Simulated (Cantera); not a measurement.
Input: 1 mol H2S, 1.9 mol H2, at 120 Pa.

Equilibrium computed with Cantera from the NASA thermochemical tables; the gas is ideal and each condensed phase is pure. Candidate condensed phases: S; 7 gas species. Kinetics and transport are ignored.

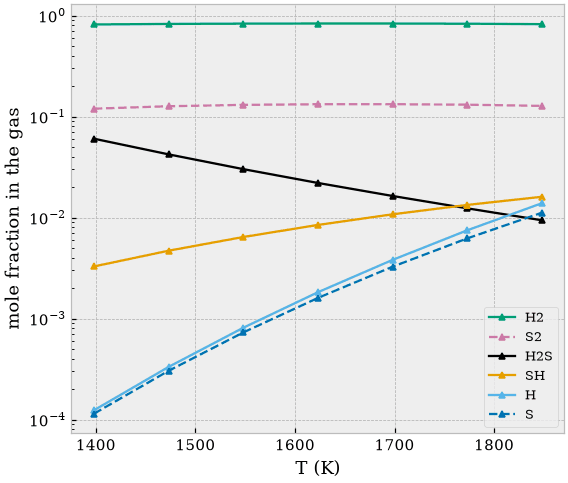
*Equilibrium gas composition (values under 1e-9 drawn at 1e-9)*

From 1398 K to 1848 K nothing is condensed.
